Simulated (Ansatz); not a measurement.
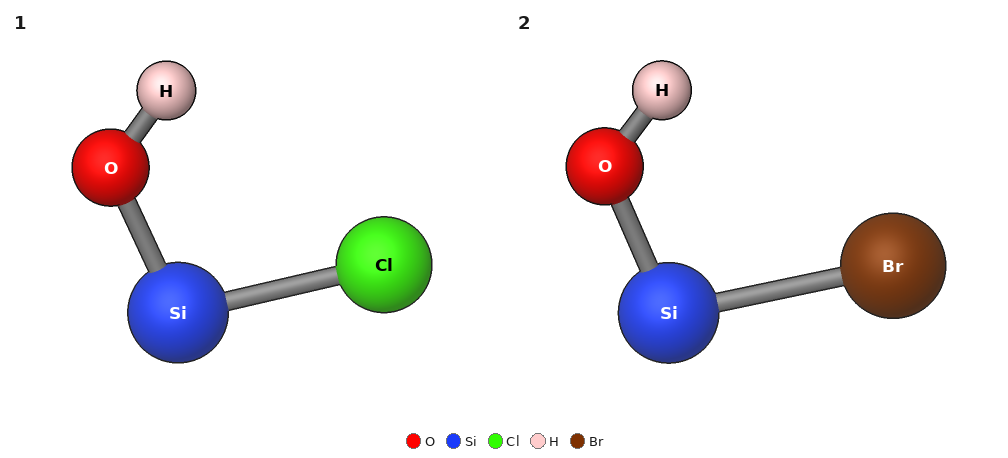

2 molecules with one skeleton, seen from the same side and at one scale. Each species is neutral and a spin singlet. Computed geometries: PBE0-D4/def2-TZVP optimisations, one conformation each. Properties computed with Ansatz 0.2.0.

One atom differs, called X below: Cl in panel 1, Br in panel 2. Their formulas are ClHOSi (`O[Si]Cl`), BrHOSi (`O[Si]Br`).

> In which is the dipole moment larger (B3LYP-D4/def2-TZVPP)?

In panel 2 (X = Br).

> In which is the length of X–Si larger (PBE0-D4/def2-TZVP)?

In panel 2 (X = Br).

Give the values. With PBE0-D4/def2-TZVP: length of X–Si (Å), angle O–Si–X (°), harmonic X–Si stretching wavenumber (cm⁻¹). With B3LYP-D4/def2-TZVPP: dipole moment (D), HOMO energy (Kohn–Sham orbital) (eV), HOMO–LUMO gap (eV), vertical ionisation energy (eV).

```
                                  quantity  1 (Cl)  2 (Br)   2 − 1
                        length of X–Si (Å)   2.110   2.289  +0.179
                          angle O–Si–X (°)   101.3   101.2    −0.1
                         dipole moment (D)    0.90    0.98   +0.08
      HOMO energy (Kohn–Sham orbital) (eV)   −7.44   −7.35   +0.09
                        HOMO–LUMO gap (eV)    5.25    5.01   −0.24
           vertical ionisation energy (eV)   10.02    9.80   −0.22
harmonic X–Si stretching wavenumber (cm⁻¹)     479     380     −99
```
